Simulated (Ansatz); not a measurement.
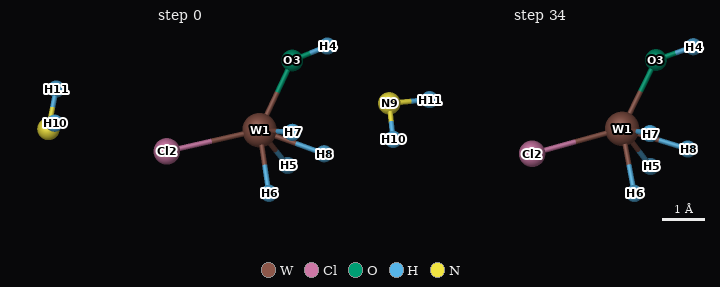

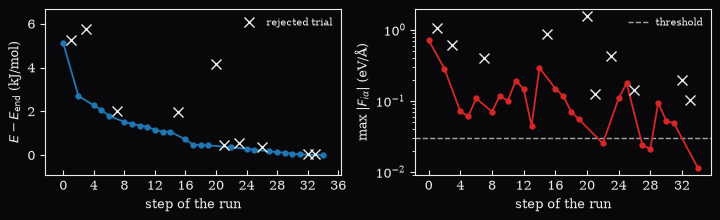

First and last geometry of a relaxation of WNH7OCl (multiplicity 2), with the history of the run. The picture is a ball-and-stick view, seen at a tilt.

The run prepares an end point of a later path (reaction) calculation, from a guessed geometry.

Computed with Ansatz, UKS PBE/def2-SVP.

Input file:
```yaml
crystal:
  periodic: [false, false, false]
  atoms:
    - { symbol: W, position_ang: [0.31459, 0.106537, 0.367395] }
    - { symbol: Cl, position_ang: [-0.582376, 0.055502, 2.556523] }
    - { symbol: O, position_ang: [2.078369, -0.261317, -0.178565] }
    - { symbol: H, position_ang: [2.432536, -0.763086, -0.93896] }
    - { symbol: H, position_ang: [-0.07728, 1.478461, -0.554194] }
    - { symbol: H, position_ang: [-1.308699, -0.182996, -0.027809] }
    - { symbol: H, position_ang: [-0.030708, -1.386569, -0.295179] }
    - { symbol: H, position_ang: [-0.080818, -0.083592, -1.256439] }
    - { symbol: "N", position_ang: [-0.390663, 0.355261, 5.467563] }
    - { symbol: H, position_ang: [-0.512689, -0.684827, 5.43423] }
    - { symbol: H, position_ang: [0.654838, 0.414725, 5.395735] }
magnetization:
  spin_polarized: true
  initial_magnetization: 1
basis:
  gaussian: { orbitals: def2-SVP }
hamiltonian:
  xc: pbe
relax:
  f_tol: 0.03
  max_steps: 50
```

Command:
```bash
ansatz run input.yaml --threads 4 --pin off --max-ram 5120MiB --backend cpu --events-out ev --progress --plain --runs-dir out
```

Q: Did the run converge, and what did it change?

A: It converged. The energy falls by 5.11 kJ/mol in 24 accepted moves (34 points after the start). Largest force component: 0.72 eV/Å at the start, 0.011 eV/Å at the end. The line search rejected the trial steps at points 1, 3, 7, 15, 20, 21, 23, 26 and more of the run. The forces were under the threshold at step 22, but the run went on from there. The atom that moves furthest after the best rigid fit is N9 (0.81 Å). Largest moves by element: N 0.81 Å, H 0.71 Å, Cl 0.14 Å, O 0.11 Å, W 0.08 Å. Among the contacts that change: W1–Cl2 2.366 → 2.321 Å, W1–H5 1.699 → 1.692 Å. Among the angles between lasting bonds that change: H5–W1–H6 77.9° → 69.9°, O3–W1–H7 84.5° → 90.5°, Cl2–W1–H7 105.6° → 100.8°. Cost: 79 s on 4 threads of Arm Neoverse V1, on a shared host, peak memory 0.2 GiB.

Limits of the set-up: the start holds two separate molecules, 2.9 Å apart at their closest, whose relative position is a soft coordinate and is computed without a dispersion correction.
